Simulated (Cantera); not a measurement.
Charge: 1 mol CH3F, 0.03 mol F2, 0.66 mol H2, 0.12 mol CH4, at 13.3 mbar.

These are equilibrium values from Cantera (NASA tables, ideal gas, pure condensed phases), not measurements of a reactor. Candidate condensed phases: C, C6H6, C7H8, C8H18; 95 gas species. The numbers say what is thermodynamically allowed, not how fast it happens.

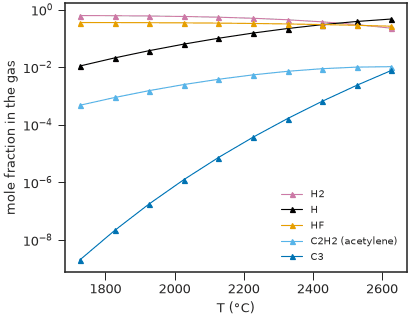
Fig. 1. Equilibrium gas composition (values under 1e-9 drawn at 1e-9)

Task: Read off the mole fractions at 1727 °C.

Result: H2 about 0.63, HF about 0.36, H about 0.011, C2H2 (acetylene) about 0.00048.
